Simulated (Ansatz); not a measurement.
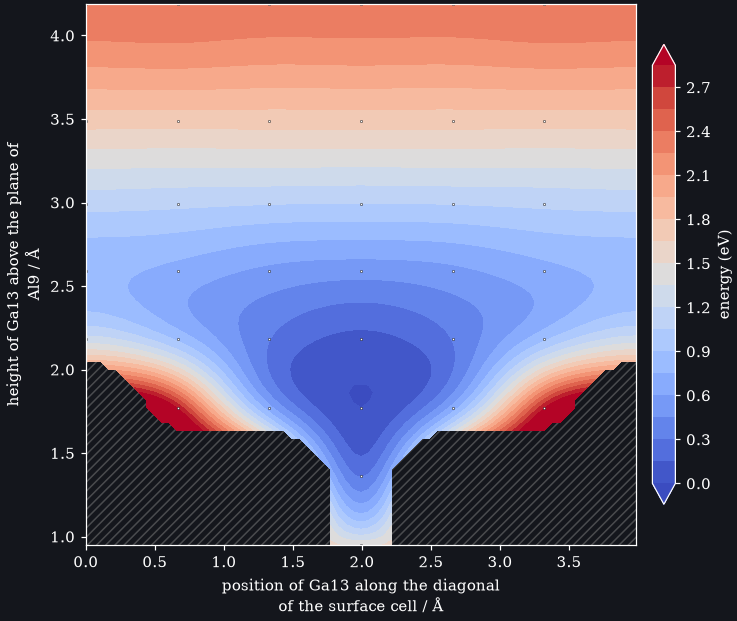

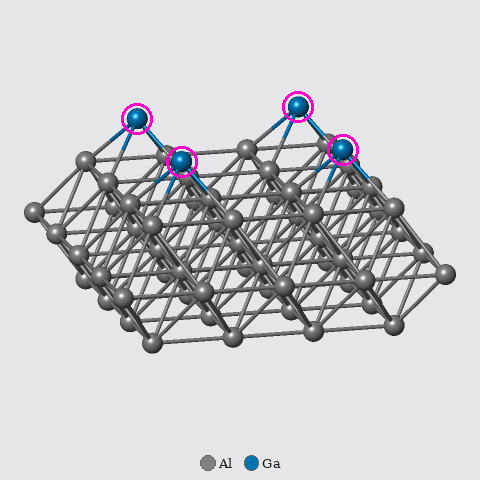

Energy landscape of Ga on an Al(100) slab cut from the Fm-3m phase, its upper half relaxed before the scan (12 atoms of substrate and one adsorbate in a 2 × 2 cell). Ga is moved along a line over the surface and along the normal, above a rigid substrate. First axis: position of Ga13 along the diagonal of the surface cell, from above Al9. Second axis: height of Ga13 above the plane of Al9. The grid has 6 × 8 points; 25 points were computed and 12 follow by symmetry. At 11 points there is no value (left out of the scan, as a rule where atoms come close). Points are written as (first, second). Energies are in eV, from the lowest grid point. The calculation used DFT LDA, scalar-relativistic, plane waves, PAW in Ansatz 0.2.0. Settings: cutoff 420 eV, k-mesh 5×5×1, gaussian smearing 0.1 eV, spin-polarised.

In the figure: filled contours, dots at the grid points, one colour for all values above the top of the scale, hatched blanks where no value was computed. Between grid points the surface is interpolated. The second picture is the structure at the lowest point; rings mark the moved atoms.

### Describe this landscape.

The lowest grid point is at (1.99 Å, 1.77 Å) [nearest 4 Al at 2.66 Å]. It is the only kind of minimum in the scanned range. The highest grid point, (0.66 Å, 1.77 Å) [nearest 1 Al at 1.89 Å], lies 2.84 eV above the lowest. On the interpolated surface the easiest way out of the lowest well to its copy in the next cell or period passes a barrier of about 0.79 eV. Round the minimum the valley is somewhat tilted: raising the first coordinate shifts the best value of the second coordinate downwards (coupling k₁₂/√(k₁₁k₂₂) about 0.4).

Each point was launched as `ansatz run input.yaml --threads 1 --pin off --max-ram 3072MiB --backend cpu --events-out ev --progress --plain --runs-dir out`. Time for the 25 points that were run: 24 min on 1 thread of Intel(R) Xeon(R) Platinum 8488C (Sapphire Rapids), with other jobs on the host.

PAW datasets: the set soft_1.
